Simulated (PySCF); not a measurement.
# OsSBr₂: singlet, from a T-shaped (ligand arrangement 2) start

The task is one start of a wider search on OsSBr₂: the singlet, from a T-shaped (ligand arrangement 2) start. It is relaxed, tested by its Hessian and followed downhill if it is a saddle.

Method: B3LYP, basis Os def2-SVP with ECP60, S def2-SVP, Br def2-SVP, scalar-relativistic core potentials, no spin–orbit coupling, density fitting; program: PySCF 2.14.0.

**1. Starting geometry**

4 atoms, charge 0, spin multiplicity 1.

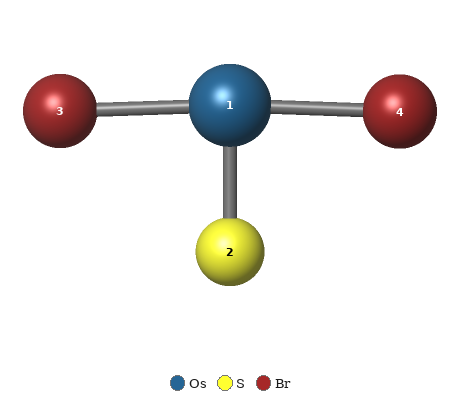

The starting geometry (osmium blue, sulfur yellow, bromine red); atoms are numbered from 1 in the order of the file.

Z-matrix (Å, degrees; charge 0 multiplicity 1):
```
Os
S  1 2.1000
Br 1 2.4300 2 88.00
Br 1 2.4300 2 88.00 3 180.00
```

**2. Relaxation: T-shaped (ligand arrangement 2) start, singlet**

One driver script runs all steps and calls PySCF; scf.py shows how it sets up the SCF of each step. The optimiser is the driver's own. Before each start the driver seeks the lowest SCF state from one or more starting densities and follows internal instabilities, so scf.py alone need not reach the same state.

The program finds C2v symmetry in the start, which this walk keeps. Threshold on the gradient: 0.0003 Eh/bohr, with a further test on the energy change.

Contents of scf.py:

```python
from pyscf import gto, scf, dft
mol = gto.M(atom='''
Os     0.000000     0.000000    -0.210928
S      0.000000     0.000000     1.889072
Br     2.428500    -0.000000    -0.126128
Br    -2.428500     0.000000    -0.126128''',
    basis={'Os': 'def2-SVP', 'S': 'def2-SVP', 'Br': 'def2-SVP'},
    ecp={'Os': 'def2-SVP'},
    charge=0, spin=0)
mf = dft.RKS(mol, xc='B3LYP')
mf.grids.atom_grid = (50, 194)
aux = {'Os': 'def2-universal-JKFIT', 'S': 'def2-universal-JKFIT', 'Br': 'def2-universal-JKFIT'}
mf = mf.density_fit(auxbasis=aux)
mf.kernel()
```

Energy and gradient, step by step:

```tsv
step	energy (Eh)	change (kJ/mol)	largest symmetric gradient (Eh/bohr)
0	-5636.530188	0.00	0.02621
1	-5636.536537	-16.67	0.00768
2	-5636.539095	-23.38	0.00230
3	-5636.539277	-23.86	0.00047
4	-5636.539280	-23.87	0.00005
```

The walk needed 18 s of wall time on 4 threads, shared host.

Geometry (Å) and forces (eV/Å) at some steps:

```
step 0
Os   0.000   0.000  -0.211   0.000   0.000  -0.065
S    0.000   0.000   1.889   0.000   0.000   1.348
Br   2.429   0.000  -0.126  -0.512   0.000  -0.641
Br  -2.429   0.000  -0.126   0.512   0.000  -0.641
step 1
Os   0.000   0.000  -0.158   0.000   0.000   0.395
S    0.000   0.000   1.976   0.000   0.000   0.339
Br   2.396   0.000  -0.196  -0.151   0.000  -0.367
Br  -2.396   0.000  -0.196   0.151   0.000  -0.367
step 2
Os   0.000   0.000  -0.088   0.000   0.000   0.071
S    0.000   0.000   2.053   0.000   0.000   0.118
Br   2.373   0.000  -0.269   0.042   0.000  -0.095
Br  -2.373   0.000  -0.269  -0.042   0.000  -0.095
step 3
Os   0.000   0.000  -0.067   0.000   0.000  -0.002
S    0.000   0.000   2.078   0.000   0.000   0.024
Br   2.371   0.000  -0.292   0.012   0.000  -0.011
Br  -2.371   0.000  -0.292  -0.012   0.000  -0.011
step 4
Os   0.000   0.000  -0.065   0.000   0.001  -0.002
S    0.000   0.000   2.081   0.000   0.001   0.003
Br   2.371   0.000  -0.295   0.002  -0.001   0.000
Br  -2.371   0.000  -0.295  -0.002  -0.001   0.000
```

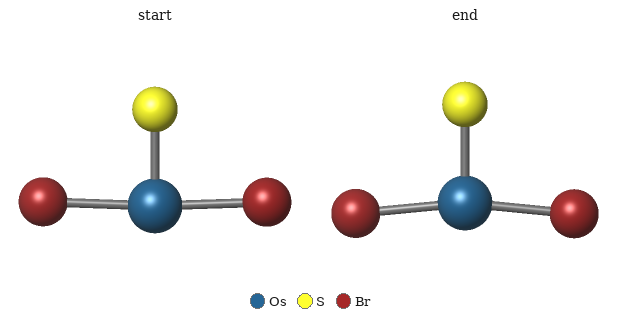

Start and end of the relaxation.

It settles in C2v symmetry, 23.9 kJ/mol below the start, after 4 steps: Os–Br 2.382 Å (×2), Os–S 2.146 Å; Br–Os–Br 168.9°, Br–Os–S 95.6° (×2).

**3. Is it a minimum? Harmonic modes**

On the finer grid the gradient is checked again; gradients at displacements of ±0.01 bohr then give force constants and infrared intensities.

scf.py: that of step 2 with these lines changed.

```diff
@@ -3,4 +3,4 @@
-Os     0.000000     0.000000    -0.210928
-S      0.000000     0.000000     1.889072
-Br     2.428500    -0.000000    -0.126128
-Br    -2.428500     0.000000    -0.126128''',
+Os    -0.000000    -0.000000    -0.084258
+S      0.000000     0.000000     2.061329
+Br     2.370845    -0.000000    -0.315077
+Br    -2.370845     0.000000    -0.315077''',
@@ -11 +11 @@
-mf.grids.atom_grid = (50, 194)
+mf.grids.atom_grid = (75, 302)
```

The driver hands on the density of the step before, so the log starts near convergence.

Log of the central SCF (cycles and frontier levels):

```text
init E= -5636.53933236646
  HOMO = -0.210525809123997  LUMO = -0.18874283785457  gap/eV = 0.59274
cycle= 1 E= -5636.53933236634  delta_E= 1.26e-10  |g|= 2.38e-05  |ddm|= 2.85e-05
  HOMO = -0.210524622113267  LUMO = -0.188737060003675  gap/eV = 0.59287
cycle= 2 E= -5636.53933236292  delta_E= 3.42e-09  |g|= 0.000119  |ddm|= 0.000121
  HOMO = -0.210526168488679  LUMO = -0.188742069318083  gap/eV = 0.59278
cycle= 3 E= -5636.53933236649  delta_E= -3.57e-09  |g|= 4.64e-06  |ddm|= 9.85e-05
  HOMO = -0.210525814388601  LUMO = -0.188741953229052  gap/eV = 0.59277
cycle= 4 E= -5636.53933236652  delta_E= -3.27e-11  |g|= 2.31e-06  |ddm|= 2.11e-05
  HOMO = -0.210525752901705  LUMO = -0.188741906781787  gap/eV = 0.59277
Extra cycle  E= -5636.53933236664  delta_E= -1.15e-10  |g|= 4.43e-06  |ddm|= 8.26e-05
converged SCF energy = -5636.53933236664
```

The whole step took 56 s.

Geometry: C2v; Os–Br 2.382 Å (×2), Os–S 2.146 Å; Br–Os–Br 168.9°, Br–Os–S 95.6° (×2).

Harmonic modes (main isotopes):

```tsv
symmetry	ω (cm⁻¹)	IR (km/mol)	type
b1	57	0.2	bend
a1	100	0.0	bend
b2	108	0.0	bend
a1	238	0.3	stretch
b2	276	54.1	stretch
a1	505	0.0	stretch
```

Every mode is real; the point is a minimum.

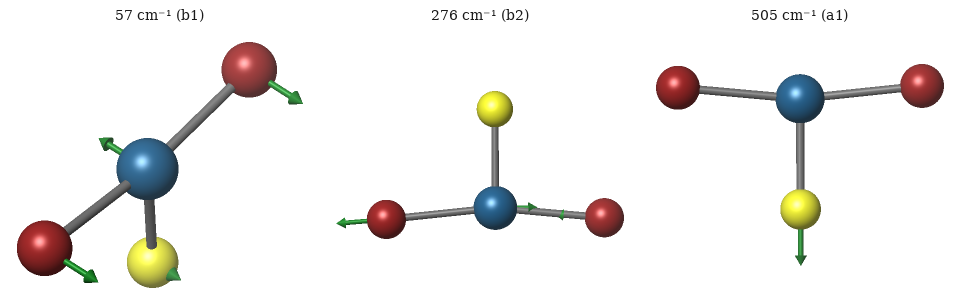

How the atoms move in 3 of the modes.

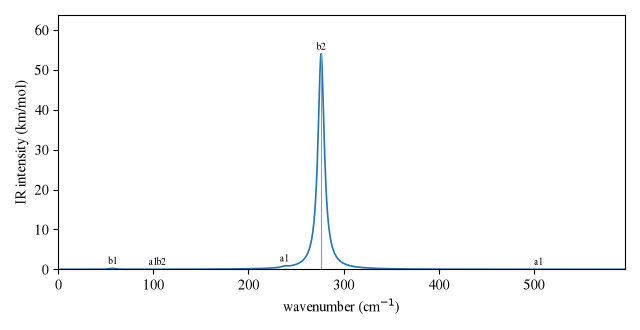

The harmonic infrared spectrum (widths in cm⁻¹). Lines are broadened to a width of 8 cm⁻¹ (Lorentzian).

Constants and moments:

```yaml
Dipole_moment: 1.24 D
Highest_occupied_level: -5.73 eV
Lowest_empty_level: -5.14 eV
Rotational_constants: 0.1103, 0.019, 0.01621 cm⁻¹
Zero-point_energy: 7.7 kJ/mol
Principal_polarisabilities: 54.2, 83.8, 140.7 bohr³
Atomisation_energy_without_zero-point_energy: 792 kJ/mol
Principal_traceless_quadrupole_moments_about_the_centre_of_mass: -2.28, 0.23, 2.05 D Å
Entropy_at_298.15_K_and_1_bar: 367.8 J/(mol K)
Heat_capacity_Cp_at_298.15_K: 77.6 J/(mol K)
Enthalpy_at_298.15_K_above_0_K: 18.97 kJ/mol
Rotational_symmetry_number: 2
```

Charges (e) and bond orders:

```csv
atom,Mulliken,Löwdin,polar tensor,Mayer order to Os1
Os1,0.20,-0.66,0.81,–
S2,-0.01,0.31,-0.08,2.09
"Br3,4",-0.10,0.17,-0.37,1.24
```

Outer orbital energies (eV). occupied: -9.81, -9.49, -9.19, -8.88, -8.84, -7.81, -7.45, -5.73; empty: -5.14, -4.67, -2.87, -0.32.

Mulliken populations on Os1 (outside its core potential): s 2.86, p 6.36, d 6.55, f 0.04.

**4. Stability of the closed shell**

At the lowest minimum the closed shell is tested against spin polarisation, on the (50, 194) grid. It is unstable: an open-shell solution lies lower. That solution was not followed to a minimum here.

**5. Summary of results**

| quantity | value |
| --- | --- |
| minimum | singlet, C2v (closed shell, unstable towards spin polarisation) |
| geometry | Os–Br 2.382 Å (×2), Os–S 2.146 Å; Br–Os–Br 168.9°, Br–Os–S 95.6° (×2) |
| wavenumbers (cm⁻¹) | 57 (b1), 100 (a1), 108 (b2), 238 (a1), 276 (b2), 505 (a1) |
| dipole moment | 1.24 D |
| highest occupied, lowest empty level | -5.73, -5.14 eV |
| polar-tensor charge of Os1 | +0.81 e |
| zero-point energy | 7.7 kJ/mol |

In words: The T-shaped (ligand arrangement 2) start keeps its C2v symmetry and ends in a minimum. The strongest infrared band lies at 276 cm⁻¹ (b2, stretch). Other starts or spin states, not run here, may lie lower. Modes under about 90 cm⁻¹ are uncertain by tens of cm⁻¹. The small gap makes a closed-shell description doubtful. A stability analysis at the minimum finds the closed shell unstable towards spin polarisation: an open-shell solution lies lower, and these values are not those of the lowest state. Spin–orbit coupling, left out here, can matter for elements this heavy.

The search up to here took 88 s.
